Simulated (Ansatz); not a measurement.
# doublet GeTe+: levels of theory compared

We compute a comparison of 6 runs (UB2PLYP/STO-3G, UBLYP/STO-3G, UHSE06/STO-3G, UPBE/STO-3G, UMP2/STO-3G, UCCSD/STO-3G) of doublet GeTe+. 

Program for the calculation: Ansatz 0.2.0.

73 further runs of the same task are left out: 41 that didn't finish, 32 set aside as unsound or not needed.

## 1. The structure to begin with

GeTe+: 2 atoms, total charge +1, spin state doublet. SMILES of the parent species: `[Ge][Te]`. The bond length is the one measured for the parent species. That shape belongs to the parent species and isn't relaxed for this state.

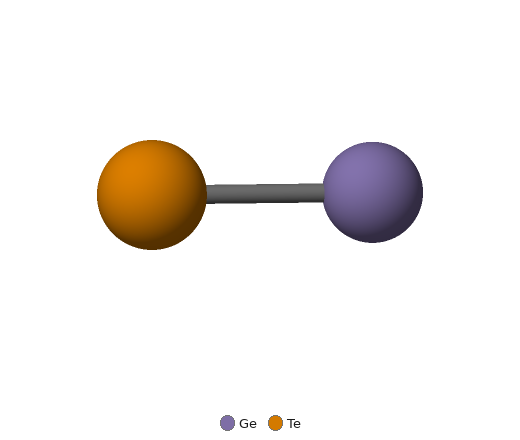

Viewed from a chosen angle; germanium purple, tellurium orange.

## 2. The energy at UB2PLYP/STO-3G (run 1)

in.yaml reads:

```yaml
basis:
  gaussian:
    orbitals: STO-3G
crystal:
  periodic: [false, false, false]
  atoms:
    - {symbol: Ge, position_ang: [0.000000, 0.000000, 0.000000]}
    - {symbol: Te, position_ang: [0.000000, 0.000000, 2.340165]}
total_charge: 1
magnetization:
  spin_polarized: true
  initial_magnetization: 1
hamiltonian:
  xc: {name: B2PLYP}
correlation:
  frozen_orbitals: {Ge: 9, Te: 18}
accuracy: high
```

On the command line:

```
$ ansatz run in.yaml --threads 1 --pin off --max-ram 2610MiB --events-out events.jsonl --progress --plain --runs-dir runs
```

Output:

```text
Warning: RAYON_NUM_THREADS=1 ignored (pool sized by the plan → 1); use --threads N
Functional definition: B2PLYP
  name "B2PLYP"
  parameter a = 0.53
  parameter c = 0.27
  exchange = (1 - a)*b88_x + a*exact_x
  correlation = (1 - c)*lyp_c + c*(mp2_os + mp2_ss)
564 factors; integrals over basis functions are off by at most 4.8e-9 eV
mean field evaluation 1: about -234044.9615 eV, gradient 2.0e1 eV
mean field evaluation 2: about -234044.9779 eV, gradient 2.0e1 eV
mean field evaluation 4: about -234050.3355 eV, gradient 2.3e0 eV
mean field evaluation 8: about -234050.4035 eV, gradient 8.3e-2 eV
mean field evaluation 16: about -234050.4065 eV, gradient 1.8e-4 eV
mean field evaluation 32: about -234050.6055 eV, gradient 3.3e-2 eV
mean field evaluation 64: about -234050.6055 eV, gradient 3.3e-2 eV
mean field evaluation 96: about -234047.0102 eV, gradient 3.8e0 eV
mean field evaluation 128: about -234046.9224 eV, gradient 4.2e0 eV
mean field evaluation 160: about -234050.6056 eV, gradient 2.6e-2 eV
mean field -234050.60601652 eV, -8601.2011259084 hartree, gradient 1.6e-8 eV, S^2 0.759464; 10 other end points of the search recorded, 0 dependent functions left out
27 core orbitals not correlated: weight in the atoms' cores, before any rotation towards them, 1.000 or more for the frozen orbitals, at most 0.000 for the correlated occupied ones
reference -234050.60603322 eV, -8601.2011265222 hartree; 15, 14 occupied and 3, 4 virtual orbitals, 564 factors
second order -1.88650074 eV of doubles, -0.00000000 eV of singles
Total energy: -234051.11538842 eV, -8601.2198449805 hartree
```

Wall time 29 s (1 thread of Arm Neoverse V1, shared host); peak memory 0.24 GiB.

## 3. A single-point energy at UBLYP/STO-3G (run 2)

input.yaml reads:

```yaml
crystal:
  periodic: [false, false, false]
  atoms:
    - {symbol: Ge, position_ang: [0.000000, 0.000000, 0.000000]}
    - {symbol: Te, position_ang: [0.000000, 0.000000, 2.340165]}
basis:
  gaussian: {orbitals: STO-3G}
total_charge: 1
magnetization: {spin_polarized: true, initial_magnetization: 1}
hamiltonian: {xc: {name: BLYP}}
accuracy: high
```

On the command line:

```
$ ansatz run input.yaml --threads 1 --pin off --max-ram 2610MiB --events-out events.jsonl --progress --plain --runs-dir runs
```

Output, cut to the lines that bear on the results:

```text
Warning: RAYON_NUM_THREADS=1 ignored (pool sized by the plan → 1); use --threads N
Functional definition: BLYP
  name "BLYP"
[...]
564 factors; integrals over basis functions are off by at most 4.8e-9 eV
[...]
mean field -234067.01059761 eV, -8601.8039831439 hartree, gradient 4.4e-9 eV, S^2 0.754518; 12 other end points of the search recorded, 0 dependent functions left out
reference -234067.01063304 eV, -8601.8039844459 hartree; 42, 41 occupied and 3, 4 virtual orbitals, 564 factors
Total energy: -234067.01063304 eV, -8601.8039844459 hartree
```

It took 17 s on 1 thread of Arm Neoverse V1, shared host; peak memory 0.14 GiB.

Runs 3 to 4 aren't shown in full; the table further down has their settings and results.

## 4. A single-point energy at UMP2/STO-3G (run 5)

job.yaml reads:

```yaml
crystal:
  periodic: [false, false, false]
  atoms:
    - symbol: Ge
      position_ang: [0.000000, 0.000000, 0.000000]
    - symbol: Te
      position_ang: [0.000000, 0.000000, 2.340165]
basis:
  gaussian: {orbitals: STO-3G}
total_charge: 1
magnetization: {spin_polarized: true, initial_magnetization: 1}
correlation: {method: mp2, frozen_orbitals: {Ge: 9, Te: 18}}
accuracy: high
```

On the command line:

```
$ ansatz run job.yaml --threads 1 --pin off --max-ram 2610MiB --events-out events.jsonl --progress --plain --runs-dir runs
```

Output, cut to the lines that bear on the results:

```text
Warning: RAYON_NUM_THREADS=1 ignored (pool sized by the plan → 1); use --threads N
Functional definition: HF
  name "HF"
[...]
564 factors; integrals over basis functions are off by at most 4.8e-9 eV
[...]
mean field -233981.91570288 eV, -8598.6768034419 hartree, gradient 1.7e-8 eV, S^2 0.918111; 20 other end points of the search recorded, 0 dependent functions left out
27 core orbitals not correlated: weight in the atoms' cores, before any rotation towards them, 1.000 or more for the frozen orbitals, at most 0.000 for the correlated occupied ones
reference -233981.91570288 eV, -8598.6768034419 hartree; 15, 14 occupied and 3, 4 virtual orbitals, 564 factors
second order -1.11962432 eV of doubles, -0.00000000 eV of singles
Total energy: -233983.03532719 eV, -8598.7179488766 hartree
```

Run time: 18 s. Hardware: 1 thread of Arm Neoverse V1, shared host; peak memory 0.15 GiB.

## 5. The energy at UCCSD/STO-3G (run 6)

molecule.yaml reads:

```yaml
crystal:
  periodic: [false, false, false]
  atoms:
    - {symbol: Ge, position_ang: [0.000000, 0.000000, 0.000000]}
    - {symbol: Te, position_ang: [0.000000, 0.000000, 2.340165]}
basis:
  gaussian:
    orbitals: STO-3G
scf:
  omitted_lower_state_checks: [cluster_reference, increment]
magnetization:
  spin_polarized: true
  initial_magnetization: 1
total_charge: 1
accuracy: high
correlation:
  method: ccsd
  frozen_orbitals: {Ge: 9, Te: 18}
```

On the command line:

```
$ ansatz run molecule.yaml --threads 1 --pin off --max-ram 2610MiB --events-out events.jsonl --progress --plain --runs-dir runs
```

Output:

```text
Warning: RAYON_NUM_THREADS=1 ignored (pool sized by the plan → 1); use --threads N
[... 23 lines left out ...]
27 core orbitals not correlated: weight in the atoms' cores, before any rotation towards them, 1.000 or more for the frozen orbitals, at most 0.000 for the correlated occupied ones
[... 43 lines left out ...]
Total energy: -233983.49639466 eV, -8598.7348927935 hartree
Checks for a lower state left out: cluster_reference, increment
```

Run time: 19 s. Hardware: 1 thread of Arm Neoverse V1, shared host; peak memory 0.15 GiB.

## 6. The series

| run | level | frozen core orbitals | energy (Eh) | ⟨S²⟩ | wall time |
| --- | --- | --- | --- | --- | --- |
| 1 | UB2PLYP/STO-3G | 27 | -8601.219845 | 0.759 | 29 s |
| 2 | UBLYP/STO-3G | – | -8601.803984 | 0.755 | 17 s |
| 3 | UHSE06/STO-3G | – | -8601.551934 | 0.767 | 12 s |
| 4 | UPBE/STO-3G | – | -8601.026685 | 0.757 | 18 s |
| 5 | UMP2/STO-3G | 27 | -8598.717949 | 0.918 | 18 s |
| 6 | UCCSD/STO-3G | 27 | -8598.734893 | 0.918 | 19 s |

## 7. What came out

| quantity | value |
| --- | --- |
| run 6: total energy | -8598.73489 Eh |
| run 6: correlation energy (27 core orbitals frozen) | -58.1 mEh |
| run 6: ⟨S²⟩ of the reference determinant | 0.918 |
| run 6: T1 diagnostic | 0.054 |

What this shows: Totals of different functionals can't be ranked against each other. In runs 1, 2, 3, 4, 5, 6 the basis is minimal, so the values are rough. In runs 1, 2, 3, 4, 5, 6 relativity is left out where basis or elements ask for it. Spin contamination of the reference: run 5 ⟨S²⟩ = 0.92, run 6 ⟨S²⟩ = 0.92. All runs together took 1.9 min, the longest 29 s.
